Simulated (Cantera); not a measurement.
Feed: 1 mol C₂H₄, 0.59 mol H₂, a varied amount of N₂, at 1025 K and 97.5 Torr.

Cantera equilibrium calculation (NASA polynomials, part measured and part estimated; ideal gas, pure solids and liquids). Candidate condensed phases: C, C₆H₆, C₇H₈, C₈H₁₈; 92 gas species. The numbers say what is thermodynamically allowed, not how fast it happens.

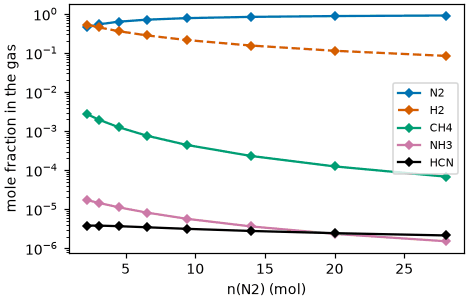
Figure. Equilibrium gas composition (values under 1e-9 drawn at 1e-9)

From 2.2 mol N₂ to 28 mol N₂ the condensed part is C(graphite). The main C-bearing gas is CH₄ throughout.
